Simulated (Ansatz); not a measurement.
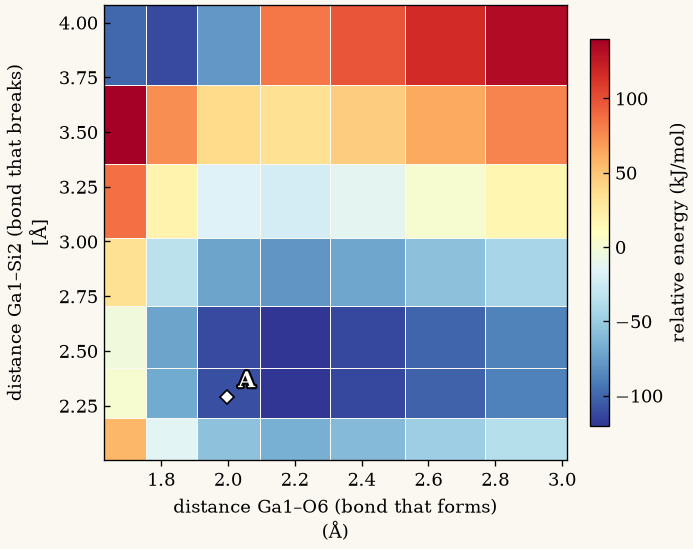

The reacting system GaH7OSi (fragments GaH₅Si + H₂O where the first distance is long, GaH₃O + H₄Si where the second is long). 
- The first coordinate is: distance Ga1–O6 (bond that forms); the second: distance Ga1–Si2 (bond that breaks).
- Relaxed at each point: all other coordinates.
- The grid has 7 × 7 points.
- Points are written as (first, second).
- All energies are given in kJ/mol relative to a guessed transition structure relaxed with its forming and breaking bonds held.
- Energies and slopes of some neighbouring points disagree (a jump in structure or state, or too coarse a mesh). The reference is spin-restricted, so regions where a bond is pulled apart into radicals lie too high.
- Method: Ansatz, RKS r2SCAN-D4/def2-SVP.

In the figure: one coloured cell a grid point, the point A.

Q: Which way does the force act at A, and how strong is it?

A: A, at (1.996 Å, 2.289 Å), is not a stationary point. The computed force is 120 kJ/mol for each Å towards larger values of the first coordinate and 132 kJ/mol for each Å towards larger values of the second coordinate.
